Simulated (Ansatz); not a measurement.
# BaHfO3, response to strain

Base system: BaHfO3 in the cubic perovskite structure (space group Pm-3m, No. 221).

```xyz
5
Lattice="4.1575 0.0000 0.0000 0.0000 4.1575 0.0000 0.0000 0.0000 4.1575" Properties=species:S:1:pos:R:3 pbc="T T T"
Ba     0.0000     0.0000     0.0000
Hf     2.0788     2.0788     2.0788
O      2.0788     0.0000     2.0788
O      0.0000     2.0788     2.0788
O      2.0788     2.0788     0.0000
```

Cartesian axes are those of the cell as printed.

Strains are applied to the cell and any free atomic positions relax.

Computed with Kohn–Sham DFT with the PBEsol functional, run in Ansatz (a first-principles code) with PAW and 420 eV plane waves, scalar-relativistic without spin-orbit coupling.

Notes on the quantities. energy relative to the base: free energy F.

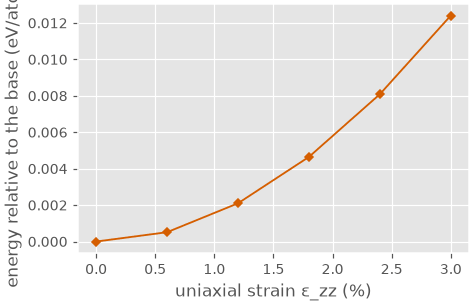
*Energy relative to the base against uniaxial strain ε_zz*

| uniaxial strain ε_zz (%) | energy relative to the base |
|---|---|
| 0.6 | +0.5 meV/atom |
| 1.2 | +2.1 meV/atom |
| 1.8 | +4.6 meV/atom |
| 2.4 | +8.1 meV/atom |
| 3 | +12 meV/atom |

Whether these cells are dynamically stable was not tested.
